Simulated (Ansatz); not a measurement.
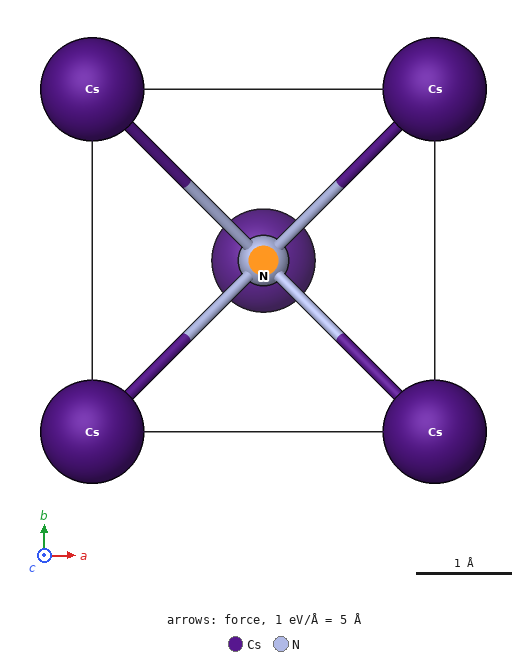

Starting geometry of a crystal of CsN2 (built on the MoSi2 (C11b)_139 type) (coarse preliminary run) with the computed forces as orange arrows. A ball-and-stick model of the conventional cell (2 times the calculation's cell), seen along the c axis. Lengths and directions refer to the drawn axes.

Case: MoSi2 (C11b) type (I4/mmm, No. 139).

Level of theory: Ansatz, DFT PBE, scalar-relativistic, plane waves, PAW.

The input:
```yaml
crystal:
  lattice:
    - [-1.8023124826, 1.8023124826, 4.4212978088]
    - [1.8023124826, -1.8023124826, 4.4212978088]
    - [1.8023124826, 1.8023124826, -4.4212978088]
  atoms:
    - { symbol: Cs, position: [0.0, 0.0, 0.0], spin: 0.2 }
    - { symbol: "N", position: [0.665, 0.665, 0.0], spin: 2.49 }
    - { symbol: "N", position: [0.335, 0.335, 0.0], spin: 2.49 }
basis:
  ecutwfc: 420
kpoints:
  mp_grid: { grid: [6, 6, 6] }
hamiltonian:
  xc: pbe
scf:
  occupations: { method: gaussian, width: 0.1 }
  lower_state_search: "off"
output:
  forces: true
  stress: true
  eigenvalues: true
  populations: true
magnetization:
  spin_polarized: true
relax:
  adjacent_minimum: "off"
  f_tol: 0.04
  max_steps: 70
  cell: { stress_tol: 0.4 }
```

Command:
```bash
ansatz run input.yaml --threads 1 --pin off --max-ram 2560MiB --backend cpu --events-out ev --progress --plain --runs-dir out
```

### What follows when this structure is relaxed?

It isn't relaxed: the largest force vector, on N atoms, is 0.13 eV/Å. Measured relative to the changing cell, the final displacements run against the starting forces (cosine between the two patterns −1.00). The largest moves relative to the cell, 0.20 Å, are those of N2 and N3. N3 goes along +c. Cs stays in place. The volume changes by +46.8 %, with a = b 3.605 → 4.266 Å (+18.3 %), c 8.843 → 9.271 Å (+4.8 %). Near-neighbour distances that change, for instance: Cs1–N2 2.937 → 3.295 Å, Cs1–N2 (another image) 2.962 → 3.309 Å. Bond angles that change, for instance: Cs1–N2–Cs1 120.4° → 132.5°, Cs1–N2–Cs1 119.8° → 113.7°, Cs1–N2–Cs1 75.7° → 80.7°. The space group stays I4/mmm (No. 139). The energy falls by 0.590 eV per cell of the calculation in 9 accepted moves (13 points after the start). The largest force component goes from 0.13 to 0.0037 eV/Å. The pressure goes from 9.61 to 0.28 GPa. The line search rejected the trial steps at points 5, 7 of the run. At 2 points the geometry stayed and the basis and grid were re-selected for the new cell (energy shift of 0.119 eV per cell of the calculation at most each time). Cost: 57 s on 1 thread of Intel(R) Xeon(R) Platinum 8375C CPU @ 2.90GHz (Ice Lake), on a shared host, peak memory 0.45 GiB.
